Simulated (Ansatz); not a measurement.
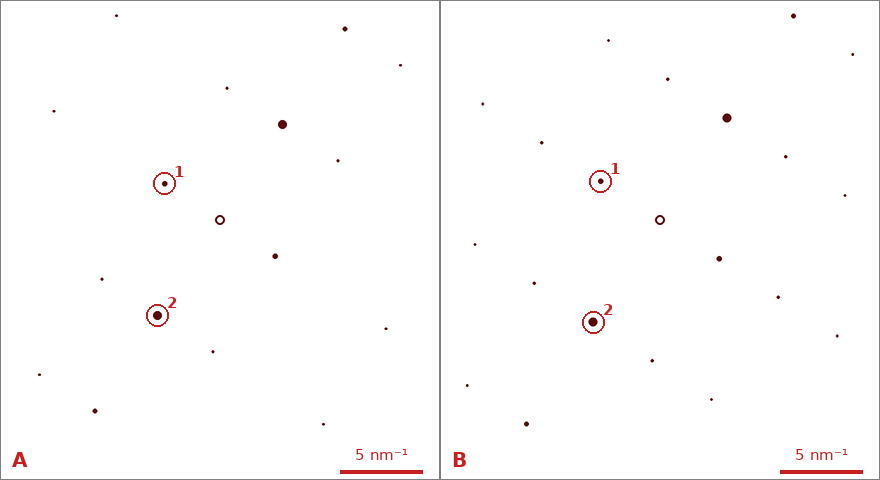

Kinematic electron diffraction patterns (200 kV, B = 0.5 Å², same scale) along [110] of the run's own cell, for the start and the end of one relaxation of Si3F2 with Ansatz 0.2.0, DFT PBE, scalar-relativistic, plane waves, PAW. k mesh 18×18×18. The start is a generated model structure, and the relaxation ends in the nearest stationary point of its symmetry, not necessarily the ground state. Spot 1 is 0 0 -1 and spot 2 is -1 1 0 in both.

Start structure:

```
CELL_PARAMETERS angstrom
1.42747 0.82415 9.57058
-1.42747 0.82415 9.57058
0.00000 -1.64830 9.57058
ATOMIC_POSITIONS crystal
Si 0.00000 0.00000 0.00000
Si 0.19907 0.19907 0.19907
Si 0.80093 0.80093 0.80093
F 0.40692 0.40692 0.40692
F 0.59308 0.59308 0.59308
```

Q: Which pattern belongs to the start structure, and which to the relaxed one?

A: A is the start: its cell gives d(1) = 2.463 Å, d(2) = 1.427 Å and an angle of 90.0°. B is the relaxed structure, with d(1) = 2.308 Å (-6.3 %), d(2) = 1.336 Å (-6.4 %) and 90.0°.

Q: What did the relaxation do to the structure and the energy?

A: The volume changed by -1.6 % to 13.30 Å³ an atom; with the mean shift removed, the atoms moved by up to 0.72 Å relative to the cell (F most); the space group stayed R-3m (No. 166); the free energy fell by 82 meV an atom. Relaxed cell: a = 10.861 Å, b = 10.861 Å, c = 10.861 Å, α = 14.13°, β = 14.13°, γ = 14.13°.
